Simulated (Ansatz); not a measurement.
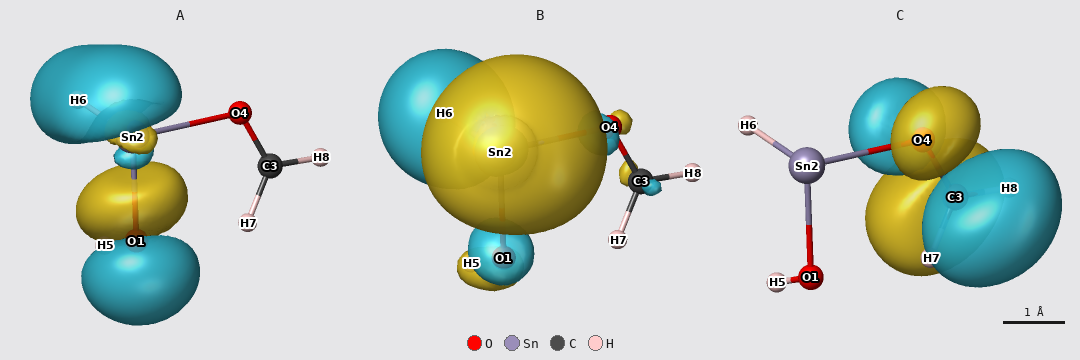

CH4O2Sn. Three frontier orbitals at ±0.1 Å⁻³ᐟ² (yellow and cyan are the two phases), in no order.

Geometry: PBE0-D4/def2-TZVP; core potentials replace the inner electrons of Sn.

Method: Ansatz, RKS PBE0-D4/def2-TZVPP.

```
atom    x (Å)    y (Å)    z (Å)
   O  -1.5965   0.2806  -0.4600
  Sn  -0.8421   1.2214   1.1630
   C   0.9497  -1.1947   0.0644
   O   1.0787  -0.2687   0.8309
   H  -1.3843   0.7413  -1.2751
   H   0.0973   2.3987   0.1913
   H   0.0171  -1.3198  -0.5086
   H   1.7722  -1.9159  -0.0616
```

### Which picture is the HOMO−1, the HOMO and the LUMO?

A is the HOMO−1 (−8.21 eV). Its weight (Hirshfeld) is mainly on O1 (about 60 %), Sn2 (about 25 %) and H6 (about 10 %). B is the HOMO (−6.20 eV). Its weight (Hirshfeld) is mainly on Sn2 (about 70 %) and H6 (about 25 %). C is the LUMO (−2.23 eV). By Hirshfeld shares it lies mainly on C3 (about 55 %), O4 (about 30 %), H8 (about 5 %) and H7 (about 5 %); π-antibonding (π*) across C3–O4.

### What is the HOMO–LUMO gap?

3.97 eV between the orbital energies.
